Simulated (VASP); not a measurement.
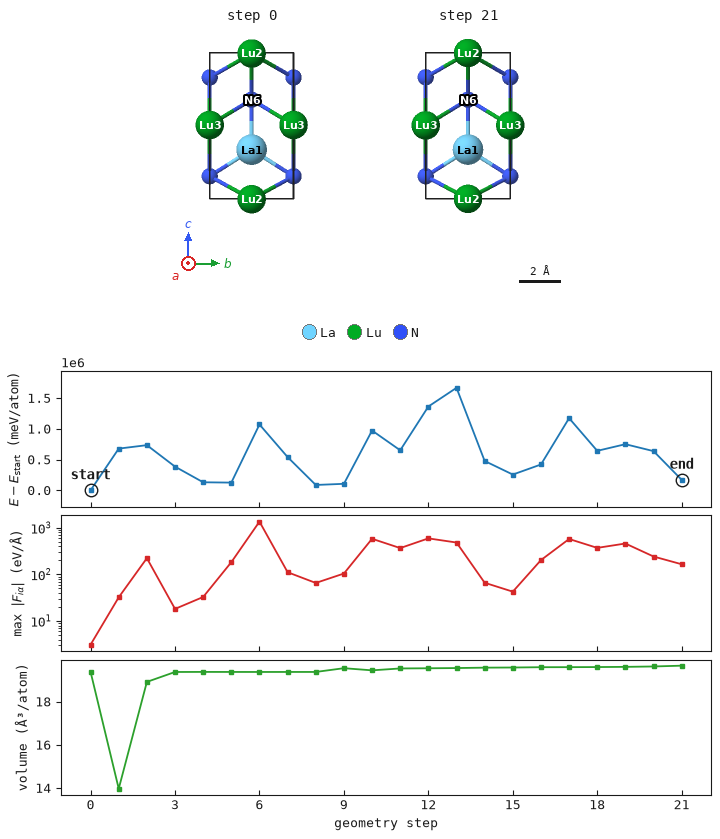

First and last geometry of a relaxation of solid LaLu₂N₃ (a generated structure, set up in Pmm2), with the history of the run. A ball-and-stick model of the cell of the calculation, seen along the a axis.

The run lets cell and atoms move.

All numbers below come from Kohn-Sham DFT of a periodic cell, PBE, VASP PAW PBE potentials, recommended (VASP).

The input:
```
SYSTEM = LaLu2N3
PREC     = Normal         ! precision mode
ENCUT    = 520            ! plane-wave cutoff, eV
EDIFF    = 1E-4           ! SCF threshold, eV
ISMEAR   = 0              ! smearing method
SIGMA    = 0.15           ! smearing width, eV
LREAL    = .False.        ! projectors in reciprocal space
LASPH    = .True.         ! aspherical terms in the spheres
NELM     = 60             ! most SCF steps
ALGO     = Fast           ! electronic algorithm
ISIF     = 3              ! what is computed and relaxed
LWAVE    = .False.        ! write WAVECAR
LCHARG   = .False.        ! write CHGCAR
GGA      = PE             ! functional
IBRION   = 2              ! ionic algorithm
NSW      = 24             ! ionic steps
EDIFFG   = -0.08          ! ionic threshold
```

Launched with:
```bash
cat potpaw_PBE.64/La/POTCAR potpaw_PBE.64/Lu/POTCAR potpaw_PBE.64/N/POTCAR > POTCAR
mpirun -np 1 vasp_std > vasp.out
```

### Did the run converge, and what did it change?

The run was cut off at its time limit before the relaxation converged, so the last structure is only a point on the way. After 21 geometry steps the energy has risen by 170336 meV per atom. The largest force component goes from 3.1 to 170 eV/Å. The pressure goes from −17.68 to 569.52 GPa. The largest move relative to the cell is that of a Lu atom, 0.023 Å along −c. Largest moves by element: Lu 0.023 Å, N 0.006 Å, La 0.002 Å. The volume changes by +1.5 %, with a 3.861 → 3.882 Å (+0.5 %), b 4.162 → 4.198 Å (+0.9 %), c 7.234 → 7.240 Å (+0.1 %). Some distances before and after: Lu–N 3.047 → 3.077 Å, Lu–N 3.105 → 3.132 Å, Lu–N 2.996 → 3.020 Å, Lu–N 3.078 → 3.103 Å. The space group stays Pmm2 (No. 25). The run ends above its starting energy, so the optimiser went astray. It ran on 1 thread of Intel(R) Xeon(R) Platinum 8259CL CPU @ 2.50GHz (Skylake/Cascade Lake), on a shared host.
